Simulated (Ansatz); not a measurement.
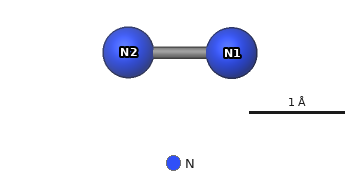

Figure 1. The starting structure (ball-and-stick view, seen at a tilt; atoms are numbered from 1 in the order of the input). Bond lengths as drawn: N–N 1.09 Å.

# Run report: N₂, geometry relaxation

The run: geometry relaxation of N₂, SMILES N#N. Method and program: RKS B3LYP-D4/def2-TZVPP (Ansatz 0.2.0).

Figures and captions count atoms from 1; the log counts them from 0 in places.

### The program's output
```
The last accepted step is kept in [file] (removed where the run ends without a failure and the disk answers)
Engine: ansatz 0.2.0, x86_64-unknown-linux-gnu
Functional definition: B3LYP
  parameter a0 = 0.2
  parameter ax = 0.72
  parameter ac = 0.81
  exchange = (1 - a0 - ax)*slater_x + ax*b88_x + a0*exact_x
  correlation = (1 - ac)*vwn_rpa_c + ac*lyp_c
310 factors; their error is unknown
mean field evaluation 1: about -2980.3788 eV, gradient 2.6e1 eV
mean field evaluation 2: about -2980.9081 eV, gradient 1.9e1 eV
mean field evaluation 4: about -2981.6280 eV, gradient 7.7e-2 eV
mean field evaluation 8: about -2981.6399 eV, gradient 3.7e-3 eV
mean field -2981.63993245 eV, -109.5732464894 hartree, gradient 7.5e-6 eV, S^2 0.000000; 0 other end points of the search recorded, 0 dependent functions left out
the calculation of the forces begins
reference -2981.64009298 eV, -109.5732523886 hartree; 7, 7 occupied and 55, 55 virtual orbitals, 310 factors
relax step   1: F+E_penalty+E_count = -2981.65595899 eV  Δ(F+E_penalty+E_count) = +0.000e0 eV  max|allowed force component| = 2.222e-1 eV/Å  Δτ_max = 0.0000 Å  (22 SCF iters, accepted)
these checks for a lower state are left out or cut short: starts, cluster_reference, orbital_swaps, neighbouring_geometries, increment
310 factors; their error is unknown
mean field evaluation 16: about -2981.6400 eV, gradient 2.5e-1 eV
mean field -2981.64008673 eV, -109.5732521589 hartree, gradient 4.0e-6 eV, S^2 0.000000; 0 other end points of the search recorded, 0 dependent functions left out
the calculation of the forces begins
reference -2981.64024728 eV, -109.5732580591 hartree; 7, 7 occupied and 55, 55 virtual orbitals, 310 factors
relax step   2: F+E_penalty+E_count = -2981.65611319 eV  Δ(F+E_penalty+E_count) = -1.542e-4 eV  max|allowed force component| = 3.577e-2 eV/Å  Δτ_max = 0.0008 Å  (28 SCF iters, accepted)
these checks for a lower state are left out or cut short: starts, cluster_reference, orbital_swaps, neighbouring_geometries, increment
310 factors; their error is unknown
mean field -2981.64009085 eV, -109.5732523104 hartree, gradient 4.0e-6 eV, S^2 0.000000; 0 other end points of the search recorded, 0 dependent functions left out
the calculation of the forces begins
reference -2981.64025140 eV, -109.5732582104 hartree; 7, 7 occupied and 55, 55 virtual orbitals, 310 factors
relax step   3: F+E_penalty+E_count = -2981.65611732 eV  Δ(F+E_penalty+E_count) = -4.134e-6 eV  max|allowed force component| = 1.189e-4 eV/Å  Δτ_max = 0.0001 Å  (28 SCF iters, accepted)
310 factors; their error is unknown
mean field evaluation 32: about -2981.6400 eV, gradient 2.5e-1 eV
```

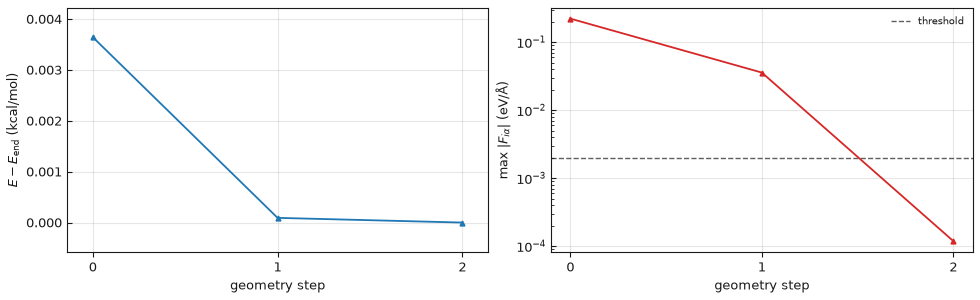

Figure 2. Progress of the relaxation, step by step (the first geometry is step 0 here and step 1 in the log). The energy falls by next to nothing (0.0 kcal/mol) in 2 geometry steps. The largest force component goes from 0.22 to 0.00012 eV/Å. No atom moves by more than 0.005 Å after the best rigid fit.

```
mean field -2981.64009085 eV, -109.5732523104 hartree, gradient 4.0e-6 eV, S^2 0.000000; 1 other end points of the search recorded, 0 dependent functions left out
the calculation of the forces begins
reference -2981.64025140 eV, -109.5732582104 hartree; 7, 7 occupied and 55, 55 virtual orbitals, 310 factors
Total energy: -2981.65627787 eV, -109.5738471724 hartree
Atom 0 at     0.000000     0.000000     0.003651 Å, force    -0.000000    -0.000000     0.000119 eV/Å
Atom 1 at    -0.000000    -0.000000     1.094549 Å, force    -0.000000     0.000000    -0.000119 eV/Å
Dipole moment:     0.000000     0.000000     0.000000 e Å
```

### Trajectory as extended XYZ (Å, eV, eV/Å), 3 frames, from step=1 to step=3
```
2
Properties=species:S:1:pos:R:3:forces:R:3 step=1 energy=-2981.65596
N     0.0000    0.0000    0.0044    0.0000   0.0000  -0.2222
N     0.0000    0.0000    1.0938    0.0000   0.0000   0.2222
2
Properties=species:S:1:pos:R:3:forces:R:3 step=2 energy=-2981.65611
N     0.0000    0.0000    0.0035    0.0000   0.0000   0.0358
N     0.0000    0.0000    1.0947    0.0000   0.0000  -0.0358
2
Properties=species:S:1:pos:R:3:forces:R:3 step=3 energy=-2981.65612
N     0.0000    0.0000    0.0037    0.0000   0.0000   0.0001
N     0.0000    0.0000    1.0945    0.0000   0.0000  -0.0001
```

This output came from the following input.

### The input
```yaml
crystal:
  periodic: [false, false, false]
  atoms:
    - { symbol: "N", position_ang: [0.0, 0.0, 0.00436497] }
    - { symbol: "N", position_ang: [0.0, 0.0, 1.09383503] }
basis:
  gaussian: { orbitals: def2-TZVPP }
hamiltonian:
  xc: { name: B3LYP }
  dispersion: d4
relax:
  f_tol: 0.002
  max_steps: 150
```

Launched with:
```bash
ansatz run input.yaml --threads 1 --pin off --max-ram 2560MiB --backend cpu --events-out ev --progress --plain --runs-dir out
```

### Key numbers

| quantity | value |
| --- | --- |
| outcome | converged |
| total energy | −2981.6563 eV |
| mean-field energy | −2981.6403 eV |
| SCF solution under orbital rotations | stable |
| largest force (length of the vector) at the end | under 0.001 eV/Å |
| hardware | 1 thread of Intel Xeon @ 2.90GHz (Ice Lake), 192 GiB of memory available, shared host |
| wall time | 1.8 s |
| peak memory | 0.11 GiB |
